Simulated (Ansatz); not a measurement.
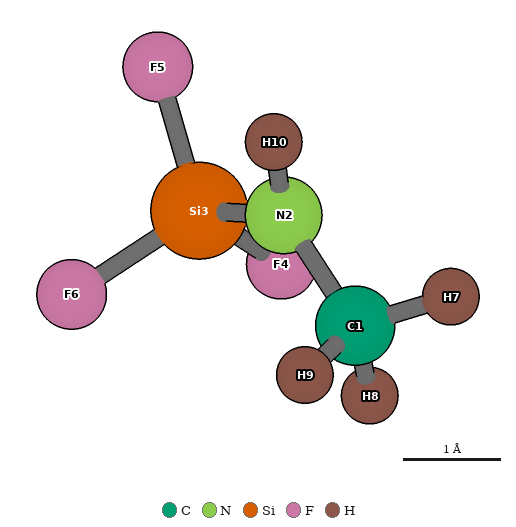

*The structure as given in the input (ball-and-stick view, seen at a tilt; atoms are numbered from 1 in the order of the input).*

## Run report: CH$_{4}$F$_{3}$NSi (charge +1), single-point calculation

CH$_{4}$F$_{3}$NSi, charge +1, multiplicity 2, computed with r2SCAN/6-31G*, UKS (Ansatz 0.2.0).

The geometry is that of the parent species in another charge or spin state. The geometry comes from this level: PBE0-D4/def2-TZVP.

**Output**
```
Functional definition: r2SCAN
  name "r2SCAN"
  parameter k0 = 0.174
  parameter k1 = 0.065
  parameter a1 = 4.9479
  exchange = r2scan_x(k0 = k0, k1 = k1, a1 = a1)
  correlation = r2scan_c
2214 factors; integrals over basis functions are off by at most 6.9e-9 eV
mean field evaluation 1: about -18598.0055 eV, gradient 6.1e1 eV
mean field evaluation 2: about -18576.4637 eV, gradient 1.0e2 eV
mean field evaluation 4: about -18610.0494 eV, gradient 4.1e0 eV
mean field evaluation 8: about -18610.1495 eV, gradient 3.5e-1 eV
mean field evaluation 16: about -18610.1501 eV, gradient 1.6e-4 eV
mean field -18610.15007742 eV, -683.9104009325 hartree, gradient 5.5e-8 eV, S^2 0.755177; 0 other end points of the search recorded, 0 dependent functions left out
reference -18610.15007997 eV, -683.9104010263 hartree; 29, 28 occupied and 67, 68 virtual orbitals, 2214 factors
Total energy: -18610.15007997 eV, -683.9104010263 hartree
```

This output came from the following input.

**Input file**
```yaml
crystal:
  periodic: [false, false, false]
  atoms:
    - {symbol: C, position_ang: [0.192100, -1.054000, 0.940300]}
    - {symbol: "N", position_ang: [0.609500, 0.071900, 0.126100]}
    - {symbol: Si, position_ang: [-0.361500, 0.924500, -0.931300]}
    - {symbol: F, position_ang: [-1.157900, -0.049900, -1.881500]}
    - {symbol: F, position_ang: [0.542600, 1.889500, -1.787100]}
    - {symbol: F, position_ang: [-1.475500, 1.819700, -0.258100]}
    - {symbol: H, position_ang: [0.924800, -1.863500, 0.893300]}
    - {symbol: H, position_ang: [-0.751400, -1.452800, 0.563600]}
    - {symbol: H, position_ang: [0.041900, -0.779100, 1.989000]}
    - {symbol: H, position_ang: [1.518500, 0.442600, 0.348500]}
basis:
  gaussian:
    orbitals: 6-31G_st_-spherical.json
total_charge: 1
magnetization:
  spin_polarized: true
  initial_magnetization: 1
hamiltonian:
  xc: r2scan
accuracy: high
output:
  orbitals: {seedname: orbitals}
```

Launch command:
```bash
ansatz run input.yaml --threads 1 --pin off --max-ram 2610MiB --events-out events.jsonl --progress --plain --runs-dir runs
```

**Summary**

```csv
quantity,value
outcome,converged
total energy,−683.910401 hartree
basis functions,96
⟨S²⟩,0.755
SCF solution under orbital rotations,stable
HOMO (either spin),−15.24 eV
LUMO (either spin),−13.10 eV
hardware,"1 thread of Arm Neoverse V1, 24 GiB of memory available, shared host"
wall time,34 s
peak memory,0.52 GiB
```
